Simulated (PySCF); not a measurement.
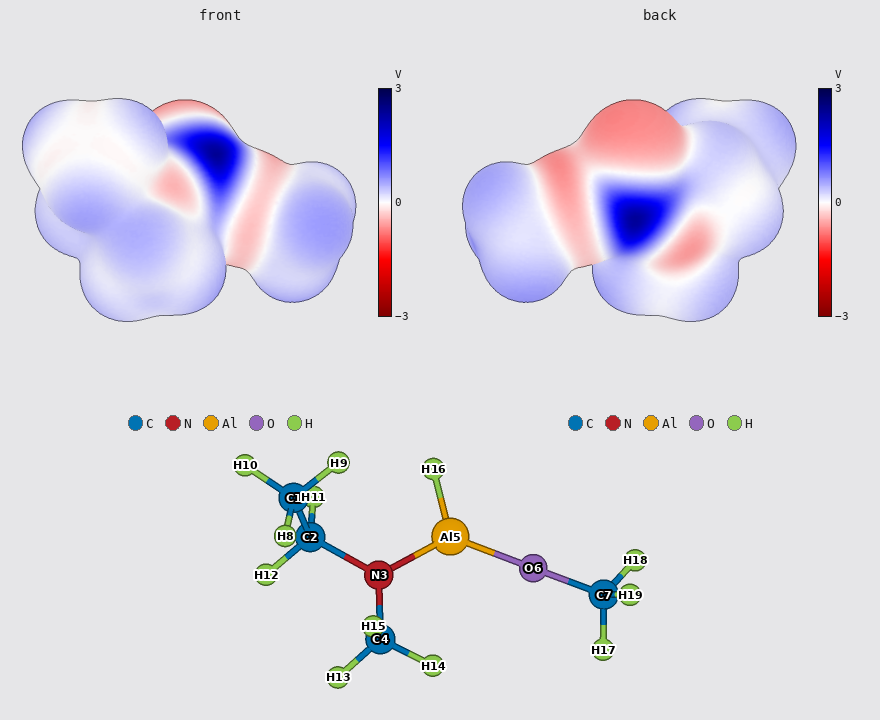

Figure 1: C4H12AlNO (SMILES CC[N](C)[AlH][O]C). The electrostatic potential painted on the density surface at 0.002 e/bohr³, seen from the front and from behind; red is negative and blue positive. The bare structure is drawn below in the same view.

Geometry: GFN2-xTB.

These are results of B3LYP/def2-SVPD, SCF density, gas phase in PySCF 2.14.0, not measurements.

```xyz
19

C    -2.4654    1.3200   -0.5008
C    -1.7084    0.0738   -0.9644
N    -0.5864   -0.2770   -0.1194
C    -0.9494   -0.8041    1.1824
Al    1.0569    0.0150   -0.7980
O     2.4838   -0.2624   -0.0274
C     3.6991   -0.4924    0.6229
H    -2.9635    1.1441    0.4489
H    -1.7674    2.1461   -0.3798
H    -3.2155    1.5962   -1.2377
H    -1.3012    0.2656   -1.9662
H    -2.4087   -0.7704   -1.0357
H    -1.5966   -1.6844    1.0823
H    -0.0387   -1.0985    1.7056
H    -1.4738   -0.0637    1.7963
H     1.1487    0.5641   -2.2071
H     3.7848   -1.5467    0.8968
H     4.5306   -0.2305   -0.0359
H     3.7612    0.1144    1.5297
```

**Where is the surface potential most negative and most positive?**

The most negative region (about −0.7 V, or −16 kcal/mol for a unit charge) lies over H16, the most positive (about +2.2 V, or +51 kcal/mol for a unit charge) over Al5.

**What dipole moment does the calculation give?**

Its dipole moment is 1.01 D.
